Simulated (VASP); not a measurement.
# Nickel under strain, part 3 of 4

How does the pressure of Nickel answer to a change of volume? The bands are shown for each cell. All runs use PBE. Left out of this account: 1 further run (fields: a reference on another mesh). The start is a cell from a database of measured crystal structures.

VASP 6.6.1; PBE, spin-polarised from a ferromagnetic start (one magnetic atom a cell); plane waves and PAW (Ni).

Still holding for the runs below: The cell holds one magnetic atom, so no antiferromagnetic order fits into it.

So far, pressure (GPa): step 2 (bands, cell as listed) -1.50; step 3 (cell volume +4.0 %) -8.20; step 4 (cell volume +8.0 %) -13.5.

### 5. Bands, sheared, principal strains -1.3, -1.0, +2.3 %

The cell is sheared at fixed volume, which lowers its symmetry.

The input, INCAR:

```
SYSTEM = Ni
PREC = Accurate
ENCUT = 400
EDIFF = 1E-06
NELM = 100
ISMEAR = -1
SIGMA = 0.05
LREAL = .FALSE.
ALGO = Normal
GGA = PE
NBANDS = 17
ISPIN = 2
MAGMOM = 1
LASPH = .TRUE.
LMAXMIX = 4
LORBIT = 11
LWAVE = .FALSE.
LCHARG = .FALSE.
KPAR = 2
```

The input, POSCAR:

```
Ni
1.0
    0.0178980000      1.7890400000      1.8083960000
    1.7516230000      0.0350220000      1.7912710000
    1.7506570000      1.7709500000      0.0359880000
Ni
1
Direct
    0.0000000000      0.0000000000      0.0000000000
```

The input, KPOINTS:

```
Automatic mesh
0
Gamma
19 19 19
0 0 0
```

The input, KPOINTS_OPT:

```
Line mode
16
Line-mode
Reciprocal
 -0.50000000   0.00000000   0.00000000 X
  0.00000000   0.00000000   0.00000000 GAMMA

  0.00000000   0.00000000   0.00000000 GAMMA
  0.50000000   0.50000000   0.50000000 Y

  0.00000000   0.50000000   0.50000000 L
  0.00000000   0.00000000   0.00000000 GAMMA

  0.00000000   0.00000000   0.00000000 GAMMA
  0.00000000   0.00000000  -0.50000000 Z

 -0.50000000   0.00000000  -0.50000000 N
  0.00000000   0.00000000   0.00000000 GAMMA

  0.00000000   0.00000000   0.00000000 GAMMA
  0.50000000   0.50000000   0.00000000 M

  0.00000000   0.50000000   0.00000000 R
  0.00000000   0.00000000   0.00000000 GAMMA
```

Potentials, in the order of the species: Ni (PBE family, release 64).

On the command line:

```console
mpirun -np 2 vasp_std
```

What it wrote:

```text
[... set-up lines as in an earlier step ...]
 entering main loop
       N       E                     dE             d eps       ncg     rms          rms(c)
DAV:   1     0.299439830170E+02    0.29944E+02   -0.32962E+03254513   0.620E+02
DAV:   2    -0.521551691215E+01   -0.35159E+02   -0.32501E+02262585   0.132E+02
DAV:   3    -0.648862831555E+01   -0.12731E+01   -0.12618E+01288198   0.256E+01
DAV:   4    -0.649369909119E+01   -0.50708E-02   -0.50696E-02292895   0.151E+00
DAV:   5    -0.649372445566E+01   -0.25364E-04   -0.25363E-04298525   0.101E-01    0.987E+00
DAV:   6    -0.582587654332E+01    0.66785E+00   -0.13174E+01347788   0.356E+01    0.609E+00
DAV:   7    -0.548900076383E+01    0.33688E+00   -0.23254E+00317926   0.134E+01    0.191E+00
DAV:   8    -0.547520444846E+01    0.13796E-01   -0.20487E-02311604   0.819E-01    0.964E-01
DAV:   9    -0.547251292857E+01    0.26915E-02   -0.21352E-03383326   0.255E-01    0.260E-01
DAV:  10    -0.547195905627E+01    0.55387E-03   -0.66716E-04384347   0.136E-01    0.385E-02
DAV:  11    -0.547195011489E+01    0.89414E-05   -0.40066E-05330170   0.473E-02    0.218E-02
DAV:  12    -0.547195062473E+01   -0.50984E-06   -0.26437E-06245890   0.950E-03
   1 F= -.54719506E+01 E0= -.54644874E+01  d E =-.149265E-01  mag=     0.6294
 Start KPOINTS_OPT (optional k-point list driver)
k-point batch [1-112\112]
       N       E                     dE             ncg
DAV:   1     0.414068036479E+05   -0.15149E+05     8420
DAV:   2     0.378638759270E+05   -0.35429E+04     8278
DAV:   3     0.377299297206E+05   -0.13395E+03     9774
DAV:   4     0.377293521940E+05   -0.57753E+00     9184
DAV:   5     0.377293491480E+05   -0.30461E-02     9884
DAV:   6     0.377293491247E+05   -0.23262E-04     8863
DAV:   7     0.377293491245E+05   -0.24395E-06     7836
```

The job ended after 3.3 min (2 MPI ranks of AMD EPYC 9R45, shared host; peak memory 2.1 GiB).

OUTCAR, selected parts (step 5):

```text
   k-points           NKPTS =   3430   k-points in BZ     NKDIM =   3430   number of bands    NBANDS=     17

   ENCUT  =  400.0 eV  29.40 Ry    5.42 a.u.   4.15  4.09  4.06*2*pi/ulx,y,z

   NELECT =      10.0000    total number of electrons

 E-fermi :   9.3035

 spin component 1
 k-point     1 :       0.0000    0.0000    0.0000
  band No.  band energies     occupation
    ...
      2       6.7397      1.00000
      3       6.9391      1.00000
      4       6.9493      1.00000
      5       7.9892      1.00000
      6       8.1226      1.00000
      7      32.8794      0.00000
      8      35.9552      0.00000
      9      37.1028      0.00000
     10      37.4835      0.00000
     11      38.9417      0.00000
    ...

 k-point     2 :       0.0526    0.0000   -0.0000
  band No.  band energies     occupation
    ...
      2       6.7426      1.00000
      3       6.9344      1.00000
      4       6.9708      1.00000
      5       7.9806      1.00000
      6       8.1114      1.00000
      7      32.5414      0.00000
      8      34.9522      0.00000
      9      36.4081      0.00000
     10      37.1878      0.00000
     11      39.3817      0.00000
    ...

  Total       -0.0158696     -0.0728676     -0.1619690     -0.0887753     -0.2366351     -0.0919690
  in kB       -2.3242246    -10.6719906    -23.7215290    -13.0017919    -34.6569165    -13.4695211
  external PRESSURE =     -12.2392480 kB  Pullay stress =       0.0000000 kB

 POSITION                                       TOTAL-FORCE (eV/Angst)
 -----------------------------------------------------------------------------------
      0.00000      0.00000      0.00000         0.000000      0.000000      0.000000
 -----------------------------------------------------------------------------------
    total drift:                               -0.000000     -0.000000      0.000000

  FREE ENERGIE OF THE ION-ELECTRON SYSTEM (eV)
  ---------------------------------------------------
  free  energy   TOTEN  =        -5.4719506247 eV

  energy  without entropy=       -5.4570241222  energy(sigma->0) =       -5.46448737

 magnetization (x)
# of ion       s       p       d       tot
------------------------------------------
    1       -0.006  -0.025   0.674   0.642

[... 1 part as in an earlier step ...]

[... 19 further parts left out ...]
```

The path and its labels are those of the sheared lattice, so a letter need not mean the same point as in the unstrained cell.

Numbers from this step:

```
irreducible k-points                              : 3430
symmetry operations                               : 2
free energy (TOTEN)                               : -5.472 eV
energy at zero smearing                           : -5.464 eV
Fermi energy                                      : 9.303 eV
pressure                                          : -1.224 GPa
moment of the cell, from the last line of the log : 0.6294 μB
```

Spin moment in the PAW sphere by atom:

| atom | spin moment in the PAW sphere (μB) |
| --- | --- |
| Ni1 | 0.642 |

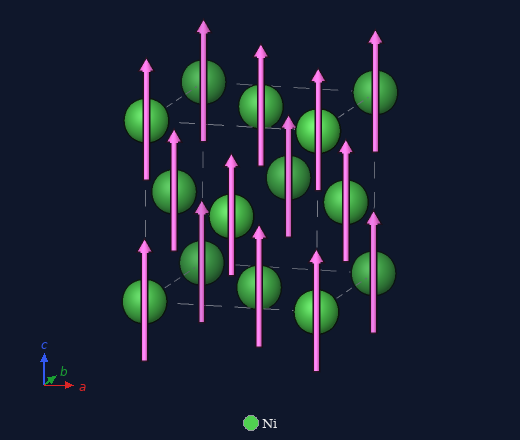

Spin moment in the PAW sphere as arrows, the longest 0.642 μB. Up and down stand for the sign. Arrows give size and sign along the axis of quantisation, drawn up and down the page. Some periodic images of atoms are drawn too.

Spin up. The electronic bands at the labelled points (eV, zero at the Fermi level; # counts the bands kept):

| point | #3 | #4 | #5 | #6 | #7 |
| --- | --- | --- | --- | --- | --- |
| X | -2.32 | -0.68 | -0.55 | -0.33 | 5.56 |
| Γ | -2.36 | -2.35 | -1.31 | -1.18 | 23.58 |
| Y | -2.37 | -0.66 | -0.58 | -0.53 | 5.26 |
| jump to L | -0.56 | -0.50 | -0.45 | 2.71 | 9.47 |
| Γ | -2.36 | -2.35 | -1.31 | -1.18 | 23.58 |
| Z | -2.24 | -0.61 | -0.59 | -0.13 | 5.85 |
| jump to N | -0.58 | -0.50 | -0.44 | 2.44 | 9.17 |
| Γ | -2.36 | -2.35 | -1.31 | -1.18 | 23.58 |
| M | -0.57 | -0.49 | -0.46 | 2.19 | 8.88 |
| jump to R | -2.26 | -0.63 | -0.57 | -0.14 | 5.83 |
| Γ | -2.36 | -2.35 | -1.31 | -1.18 | 23.58 |

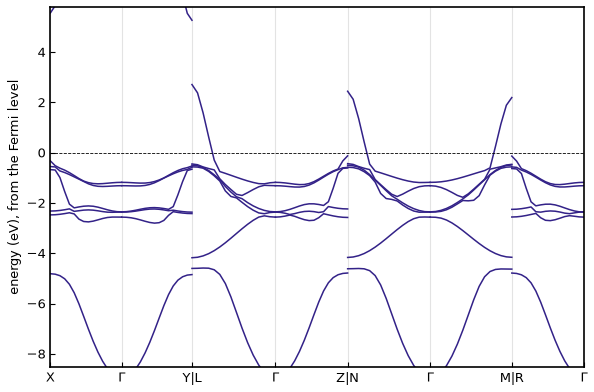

Electronic bands along the path.

Spin down. Electronic bands along the path, in eV, zero at the Fermi level; # counts the bands kept:

| point | #3 | #4 | #5 | #6 | #7 |
| --- | --- | --- | --- | --- | --- |
| X | -1.70 | -0.39 | 0.07 | 0.21 | 5.99 |
| Γ | -1.61 | -1.60 | -0.72 | -0.60 | 23.42 |
| Y | -1.73 | -0.59 | 0.08 | 0.17 | 5.71 |
| jump to L | 0.06 | 0.37 | 0.43 | 2.67 | 9.71 |
| Γ | -1.61 | -1.60 | -0.72 | -0.60 | 23.42 |
| Z | -1.63 | -0.19 | 0.16 | 0.19 | 6.26 |
| jump to N | 0.05 | 0.35 | 0.44 | 2.40 | 9.41 |
| Γ | -1.61 | -1.60 | -0.72 | -0.60 | 23.42 |
| M | 0.06 | 0.36 | 0.40 | 2.15 | 9.13 |
| jump to R | -1.65 | -0.20 | 0.14 | 0.21 | 6.25 |
| Γ | -1.61 | -1.60 | -0.72 | -0.60 | 23.42 |

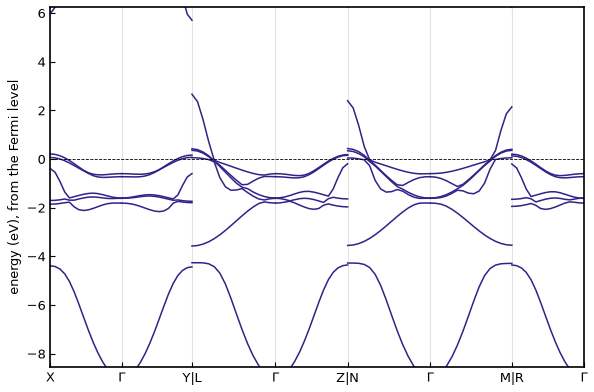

Electronic bands along the path.

 The pressure is -1.22 GPa, and the symmetry operations fall from 48 to 2.

### 6. Bands, volume times 0.96

The cell is compressed evenly, with fractional positions held.

INCAR is that of step 5.

The input, POSCAR:

```
Ni
1.0
    0.0000000000      1.7381221485      1.7381221485
    1.7381221485      0.0000000000      1.7381221485
    1.7381221485      1.7381221485      0.0000000000
Ni
1
Direct
    0.0000000000      0.0000000000      0.0000000000
```

KPOINTS is that of step 5.

The input, KPOINTS_OPT:

```
Line mode
16
Line-mode
Reciprocal
  0.00000000   0.00000000   0.00000000 GAMMA
  0.50000000   0.00000000   0.50000000 X

  0.50000000   0.00000000   0.50000000 X
  0.50000000   0.25000000   0.75000000 W

  0.50000000   0.25000000   0.75000000 W
  0.37500000   0.37500000   0.75000000 K

  0.37500000   0.37500000   0.75000000 K
  0.00000000   0.00000000   0.00000000 GAMMA

  0.00000000   0.00000000   0.00000000 GAMMA
  0.50000000   0.50000000   0.50000000 L

  0.50000000   0.50000000   0.50000000 L
  0.62500000   0.25000000   0.62500000 U

  0.62500000   0.25000000   0.62500000 U
  0.50000000   0.25000000   0.75000000 W

  0.50000000   0.25000000   0.75000000 W
  0.50000000   0.50000000   0.50000000 L

  0.50000000   0.50000000   0.50000000 L
  0.37500000   0.37500000   0.75000000 K

  0.62500000   0.25000000   0.62500000 U
  0.50000000   0.00000000   0.50000000 X
```

On the command line:

```console
mpirun -np 2 vasp_std
```

What it wrote:

```text
[... set-up lines as in an earlier step ...]
 entering main loop
       N       E                     dE             d eps       ncg     rms          rms(c)
DAV:   1     0.301288557104E+02    0.30129E+02   -0.32708E+03 16361   0.625E+02
DAV:   2    -0.523674804229E+01   -0.35366E+02   -0.32726E+02 16855   0.133E+02
DAV:   3    -0.648497657057E+01   -0.12482E+01   -0.12389E+01 18493   0.255E+01
DAV:   4    -0.648957260813E+01   -0.45960E-02   -0.45951E-02 18701   0.145E+00
DAV:   5    -0.648959198746E+01   -0.19379E-04   -0.19377E-04 19096   0.903E-02    0.103E+01
DAV:   6    -0.578081726046E+01    0.70877E+00   -0.12342E+01 21660   0.348E+01    0.576E+00
DAV:   7    -0.548707759855E+01    0.29374E+00   -0.20287E+00 19918   0.128E+01    0.203E+00
DAV:   8    -0.547125299465E+01    0.15825E-01   -0.20657E-02 20453   0.843E-01    0.987E-01
DAV:   9    -0.546877446968E+01    0.24785E-02   -0.17850E-03 24139   0.228E-01    0.262E-01
DAV:  10    -0.546826010018E+01    0.51437E-03   -0.56048E-04 23861   0.116E-01    0.358E-02
DAV:  11    -0.546825497325E+01    0.51269E-05   -0.36099E-05 20576   0.454E-02    0.213E-02
DAV:  12    -0.546825606433E+01   -0.10911E-05   -0.18584E-06 15320   0.707E-03    0.109E-02
DAV:  13    -0.546825543681E+01    0.62752E-06   -0.19464E-07  9732   0.379E-03
   1 F= -.54682554E+01 E0= -.54609468E+01  d E =-.146173E-01  mag=     0.6080
 Start KPOINTS_OPT (optional k-point list driver)
k-point batch [1-160\160]
       N       E                     dE             ncg
DAV:   1     0.188470279777E+05   -0.52099E+05    11784
DAV:   2     0.128434086155E+05   -0.60036E+04    12125
DAV:   3     0.126268431113E+05   -0.21657E+03    13575
DAV:   4     0.126261194511E+05   -0.72366E+00    13218
DAV:   5     0.126261168132E+05   -0.26379E-02    13499
DAV:   6     0.126261167982E+05   -0.15000E-04    12052
DAV:   7     0.126261167978E+05   -0.38269E-06    11048
```

Run time: 17 s. Hardware: 2 MPI ranks; peak memory 0.29 GiB.

OUTCAR, selected parts (step 6):

```text
   ENCUT  =  400.0 eV  29.40 Ry    5.42 a.u.   4.01  4.01  4.01*2*pi/ulx,y,z

   NELECT =      10.0000    total number of electrons

 E-fermi :   9.8915

 spin component 1
 k-point     1 :       0.0000    0.0000    0.0000
  band No.  band energies     occupation
    ...
      2       7.3759      1.00000
      3       7.3759      1.00000
      4       7.3759      1.00000
      5       8.6102      1.00000
      6       8.6102      1.00000
      7      33.9132      0.00000
      8      38.0506      0.00000
      9      38.0506      0.00000
     10      38.0506      0.00000
     11      41.1166      0.00000
    ...

 k-point     2 :       0.0526    0.0000    0.0000
  band No.  band energies     occupation
    ...
      2       7.3461      1.00000
      3       7.4017      1.00000
      4       7.4017      1.00000
      5       8.5990      1.00000
      6       8.5990      1.00000
      7      33.6048      0.00000
      8      36.5593      0.00000
      9      37.7911      0.00000
     10      37.7911      0.00000
     11      41.5000      0.00000
    ...

  Total        0.4629105      0.4629105      0.4629105     -0.0000000      0.0000000     -0.0000000
  in kB       70.6214650     70.6214650     70.6214650     -0.0000000      0.0000000     -0.0000000
  external PRESSURE =      70.6214650 kB  Pullay stress =       0.0000000 kB

 POSITION                                       TOTAL-FORCE (eV/Angst)
 -----------------------------------------------------------------------------------
      0.00000      0.00000      0.00000        -0.000000      0.000000     -0.000000
 -----------------------------------------------------------------------------------
    total drift:                                0.000000      0.000000      0.000000

  FREE ENERGIE OF THE ION-ELECTRON SYSTEM (eV)
  ---------------------------------------------------
  free  energy   TOTEN  =        -5.4682554368 eV

  energy  without entropy=       -5.4536381228  energy(sigma->0) =       -5.46094678

 magnetization (x)
# of ion       s       p       d       tot
------------------------------------------
    1       -0.007  -0.025   0.648   0.616

[... 5 parts as in an earlier step ...]

[... 16 further parts left out ...]
```

This step gave:

| Quantity | Value |
| --- | --- |
| SCF cycles | 13 |
| irreducible k-points | 220 |
| symmetry operations | 48 |
| free energy (TOTEN) | -5.468 eV |
| energy at zero smearing | -5.461 eV |
| Fermi energy | 9.892 eV |
| pressure | 7.062 GPa |
| moment of the cell, from the last line of the log | 0.608 μB |

Spin up. The electronic bands at the labelled points (eV, zero at the Fermi level; # counts the bands kept):

| point | #2 | #3 | #4 | #5 | #6 | #7 |
| --- | --- | --- | --- | --- | --- | --- |
| Γ | -2.52 | -2.52 | -2.52 | -1.28 | -1.28 | 24.02 |
| X | -4.38 | -0.53 | -0.44 | -0.44 | 2.46 | 9.54 |
| W | -3.19 | -3.19 | -1.35 | -0.44 | 7.93 | 7.93 |
| K | -3.87 | -2.18 | -1.12 | -0.71 | 5.87 | 7.48 |
| Γ | -2.52 | -2.52 | -2.52 | -1.28 | -1.28 | 24.02 |
| L | -2.50 | -2.50 | -0.59 | -0.59 | -0.36 | 5.92 |
| U | -3.87 | -2.18 | -1.12 | -0.71 | 5.87 | 7.48 |
| W | -3.19 | -3.19 | -1.35 | -0.44 | 7.93 | 7.93 |
| L | -2.50 | -2.50 | -0.59 | -0.59 | -0.36 | 5.92 |
| K | -3.87 | -2.18 | -1.12 | -0.71 | 5.87 | 7.48 |
| jump to U | -3.87 | -2.18 | -1.12 | -0.71 | 5.87 | 7.48 |
| X | -4.38 | -0.53 | -0.44 | -0.44 | 2.46 | 9.54 |

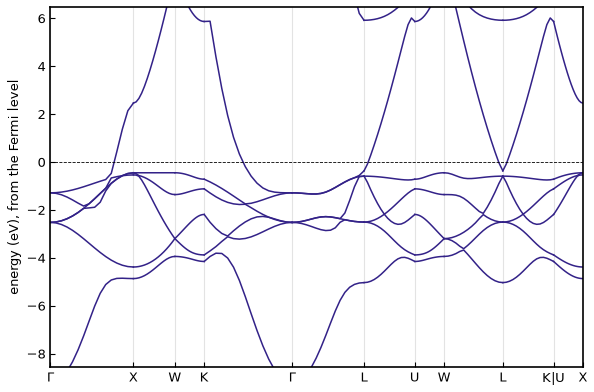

Electronic bands along the path.

Spin down. Electronic bands along the path, in eV, zero at the Fermi level; # counts the bands kept:

| point | #1 | #2 | #3 | #4 | #5 | #6 | #7 |
| --- | --- | --- | --- | --- | --- | --- | --- |
| Γ | -9.30 | -1.78 | -1.78 | -1.78 | -0.71 | -0.71 | 23.86 |
| X | -4.53 | -3.78 | 0.06 | 0.40 | 0.40 | 2.43 | 9.78 |
| W | -3.57 | -2.60 | -2.60 | -0.81 | 0.40 | 8.11 | 8.11 |
| K | -3.74 | -3.35 | -1.59 | -0.55 | 0.12 | 6.07 | 7.66 |
| Γ | -9.30 | -1.78 | -1.78 | -1.78 | -0.71 | -0.71 | 23.86 |
| L | -4.61 | -1.90 | -1.90 | -0.42 | 0.15 | 0.15 | 6.34 |
| U | -3.74 | -3.35 | -1.59 | -0.55 | 0.12 | 6.07 | 7.66 |
| W | -3.57 | -2.60 | -2.60 | -0.81 | 0.40 | 8.11 | 8.11 |
| L | -4.61 | -1.90 | -1.90 | -0.42 | 0.15 | 0.15 | 6.34 |
| K | -3.74 | -3.35 | -1.59 | -0.55 | 0.12 | 6.07 | 7.66 |
| jump to U | -3.74 | -3.35 | -1.59 | -0.55 | 0.12 | 6.07 | 7.66 |
| X | -4.53 | -3.78 | 0.06 | 0.40 | 0.40 | 2.43 | 9.78 |

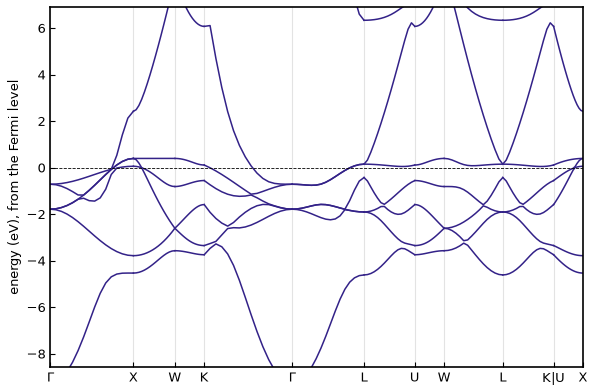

Electronic bands along the path.

 The pressure is 7.06 GPa.

For the pressure, step 2 gave -1.50 GPa; this run, with cell volume -4.0 %, gives 7.06 GPa.

(Part 3 of 4 ends here.)

[Lines on the potential files, build, host, timing and source positions are cut from VASP's logs without a mark.]

[Logs are printed without paths, hosts, clocks, repeated set-up lines and the standing remarks that a program may print on its own settings, such as how far it seeks lower states.]

[Hosts, paths, dates, database ids (printed as entryN), source tags and the programs' standing remarks are cut or masked in the printed files.]

[A measured line is paired with the nearest computed mode of its activity, which favours agreement.]
